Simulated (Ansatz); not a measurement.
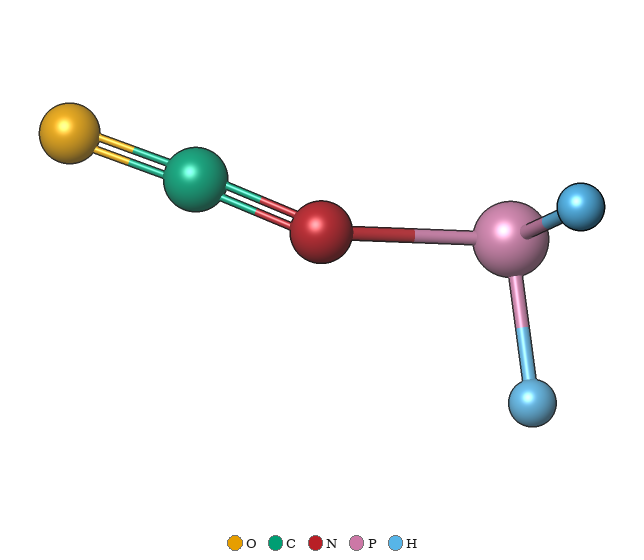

Ball-and-stick drawing of a structure.

The geometry was computed by an optimisation with PBE0-D4/def2-TZVP.

Count the atoms of each element.

CH2NOP, 6 atoms: 1 carbon, 2 hydrogen, 1 nitrogen, 1 oxygen and 1 phosphorus.

How many sets of symmetry-equivalent atoms are there?

5: 1 O, 1 C, 1 N, 1 P, 2 H.

Count the bonded pairs by element.

2 P–H, 1 C–O, 1 C–N, 1 N–P.

Give the symmetry (Schoenflies symbol).

Cs.

The parts below concern this one geometry. Atoms keep their numbers from picture to picture.

### Levels of theory compared

Program: Ansatz 0.2.0.

Compare dipole (D), vertical IP (eV) at these levels: B3LYP-D4/def2-TZVPP; PBE-D4/def2-TZVPP; r2SCAN-D4/def2-TZVPP; ωB97M-V/def2-TZVPP.

| level | dipole (D) | vertical IP (eV) |
| --- | --- | --- |
| B3LYP-D4/def2-TZVPP | 2.20 | 9.80 |
| PBE-D4/def2-TZVPP | 2.07 | 9.56 |
| r2SCAN-D4/def2-TZVPP | 2.10 | 9.62 |
| ωB97M-V/def2-TZVPP | 2.15 | 9.88 |

### Thermal motion

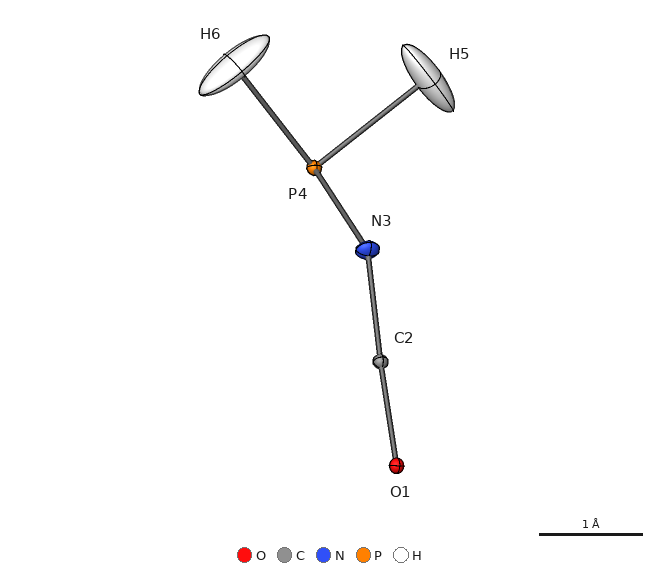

Displacement ellipsoids at the 50 % level, from the internal vibrations of the free molecule (harmonic, no overall translation or rotation; no half-axis is drawn under 0.075 Å). Vibrations computed with RKS PBE0-D4/def2-TZVP (Ansatz 0.2.0). Temperature: 0 K (zero-point motion alone).

Give the displacement parameters, one line for each set of equivalent atoms.

```json
{"atom": "O1", "U_eq (Å²)": "0.0016", "rms amplitudes (Å)": "0.025, 0.043, 0.048"}
{"atom": "C2", "U_eq (Å²)": "0.0015", "rms amplitudes (Å)": "0.031, 0.042, 0.043"}
{"atom": "N3", "U_eq (Å²)": "0.0040", "rms amplitudes (Å)": "0.026, 0.072, 0.077"}
{"atom": "P4", "U_eq (Å²)": "0.00043", "rms amplitudes (Å)": "0.008, 0.016, 0.032"}
{"atom": "H5, H6", "U_eq (Å²)": "0.0351", "rms amplitudes (Å)": "0.085, 0.134, 0.283"}
```

### Vibrations

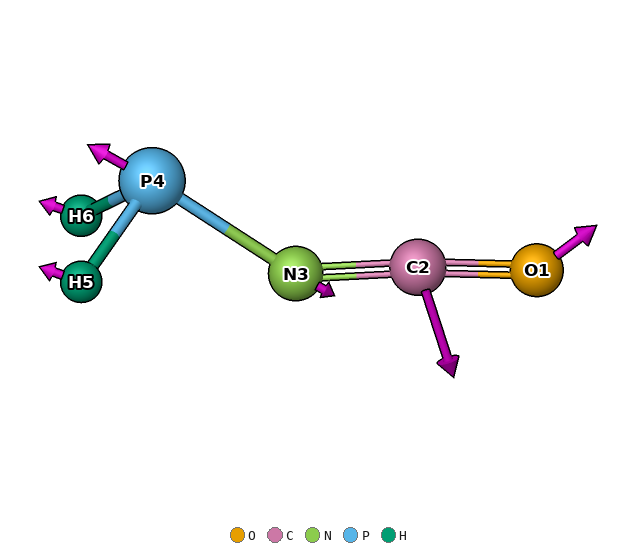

The arrows show one normal mode. Harmonic vibrations computed with RKS PBE0-D4/def2-TZVP (Ansatz 0.2.0) at a stationary point of the same level.

At what wavenumber does it lie?

600 cm⁻¹; it is mode 3 of 12 counted from the lowest.
